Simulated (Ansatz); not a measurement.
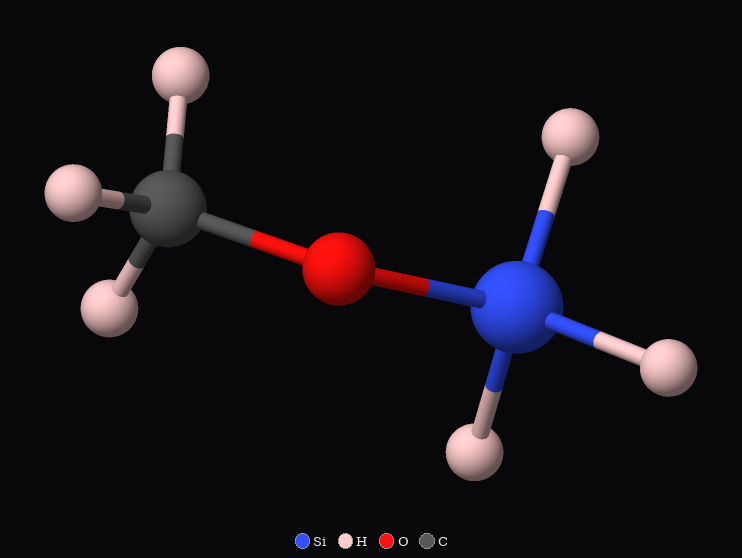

Sticks follow a distance rule. Harmonic vibrations computed with RKS PBE0-D4/def2-TZVP (Ansatz 0.2.0) at a stationary point of the same level.

Minimum or transition state?

Answer. A minimum: no imaginary frequency, and the lowest mode lies at 100 cm⁻¹.

How many vibrational modes are there, and where do they lie?

Answer. 21 modes: 100, 131, 215, 715, 723, 787, 940, 955, 978, 1155, 1182, 1216, 1482, 1495, 1497, 2201, 2206, 2260, 3010, 3070, 3121 cm⁻¹.
